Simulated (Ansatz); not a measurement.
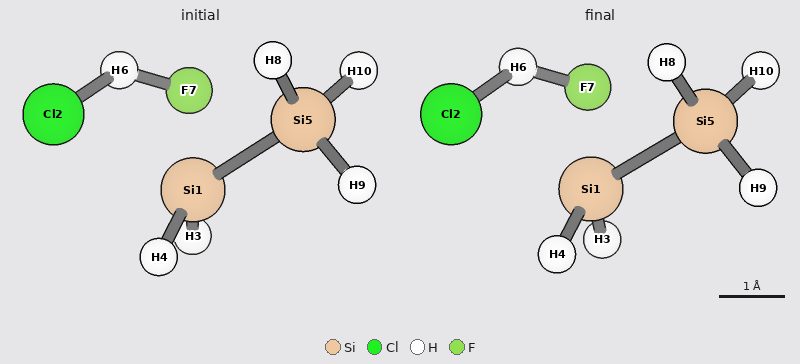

The structure of Si2H6ClF before (left) and after (right) a constrained relaxation, at one scale.

A ball-and-stick model, seen at a tilt.

The reaction that was planned forms Si1–F7, Cl2–H6 and breaks Si1–Cl2, H6–F7 (atoms numbered from 1 in input order).

Method: RKS PBE0-D4/def2-SVP (Ansatz 0.2.0). (held fixed: the distance between atoms 1 (Si) and 7 (F), the distance between atoms 2 (Cl) and 6 (H), the distance between atoms 1 (Si) and 2 (Cl), the distance between atoms 6 (H) and 7 (F), counting from 1; force threshold 0.08 eV/Å; at most 120 steps)

Q: What changed between the two?

A: H3 moves most after the best rigid fit: 0.16 Å. By element the largest moves are H 0.16 Å, F 0.07 Å, Si 0.06 Å, Cl 0.04 Å. Some distances before and after: Si1–H3 1.458 → 1.492 Å, Si5–H8 1.466 → 1.495 Å, Si5–H9 1.467 → 1.494 Å, Si1–Si5 2.316 → 2.339 Å. Among the angles between lasting bonds that change: H3–Si1–Si5 130.8° → 122.7°, Si1–Si5–H8 113.5° → 106.6°, H3–Si1–H4 100.8° → 103.4°. The optimiser took 3 steps.
